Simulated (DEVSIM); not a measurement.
Device: abrupt Si p-n junction, at 300 K.

| layer (left to right) | material | thickness (μm) | Nd (cm⁻³) | Na (cm⁻³) | τn (s) | τp (s) |
|---|---|---|---|---|---|---|
| 1 | Si | 50.0 | - | 8.3e16 | 7.7e-7 | 7.7e-7 |
| 2 | Si | 0.570 | 2.6e16 | - | 7.7e-7 | 7.7e-7 |

Left contact: ohmic. Right contact: ohmic. Voltage is applied to the left contact. Recombination: SRH at mid-gap, radiative, Auger. Mobility is μmin + (μ − μmin)/(1 + (N/Nref)^α).

This is a model device: material constants are rounded textbook-type values typed into the input, and sizes, dopings and lifetimes were drawn at random. Values at 300 K.

| parameter | Si |
|---|---|
| gap (eV) | 1.124 |
| affinity (eV) | 4.05 |
| permittivity | 11.7 |
| Nc (cm⁻³) | 2.86e19 |
| Nv (cm⁻³) | 3.1e19 |
| μn (cm²/Vs) | 1417 |
| μp (cm²/Vs) | 470 |
| μn,min | 52 |
| μp,min | 45 |
| Nref,n | 9.7e16 |
| Nref,p | 2.2e17 |
| αn | 0.68 |
| αp | 0.72 |
| B (cm³/s) | 4.7e-15 |
| Cn (cm⁶/s) | 2.8e-31 |
| Cp (cm⁶/s) | 9.9e-32 |

Model (solved in DEVSIM): 1D drift-diffusion, Boltzmann statistics, complete ionisation; no tunnelling, impact ionisation, image-force lowering or self-heating.

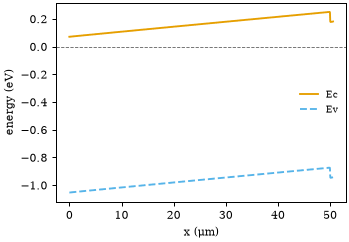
Figure: Band edges at 0.9 V on the left contact

Energies count from the Fermi level of the right contact; mesh points crowd at the junctions.

```
x (μm)   Ec (eV)  Ev (eV)  n (cm⁻³)  p (cm⁻³)  field (V/cm)
-------  -------  -------  --------  --------  ------------
0.000      0.071   -1.053      1400    8.3e16            37
0.03255    0.071   -1.053    6.7e12    8.3e16            37
0.1039     0.071   -1.053    2.1e13    8.3e16            37
0.2771     0.072   -1.052    5.6e13    8.3e16            37
0.9193     0.074   -1.050    1.8e14    8.3e16            37
2.108      0.079   -1.045    3.8e14    8.3e16            37
4.997      0.089   -1.035    7.4e14    8.4e16            37
15.71      0.128   -0.996    1.4e15    8.4e16            36
31.97      0.186   -0.938    1.6e15    8.5e16            36
42.35      0.223   -0.901    1.7e15    8.5e16            36
46.77      0.239   -0.885    1.7e15    8.5e16            36
48.94      0.247   -0.877    1.8e15    8.5e16            35
49.56      0.249   -0.875    1.8e15    8.5e16            35
49.83      0.250   -0.874    1.8e15    8.5e16            35
49.96      0.248   -0.876    1.9e15    7.9e16         -1300
50.00      0.226   -0.898    4.5e15    3.3e16        -15000
50.02      0.193   -0.931    1.6e16    9.1e15         -7100
50.08      0.178   -0.946    2.9e16    4.7e15          -580
50.27      0.178   -0.946    2.9e16    2.8e15            81
50.44      0.180   -0.944    2.7e16    1.2e15            90
50.52      0.181   -0.943    2.6e16    4.5e14            95
50.57      0.181   -0.943    2.6e16      4500            96
```
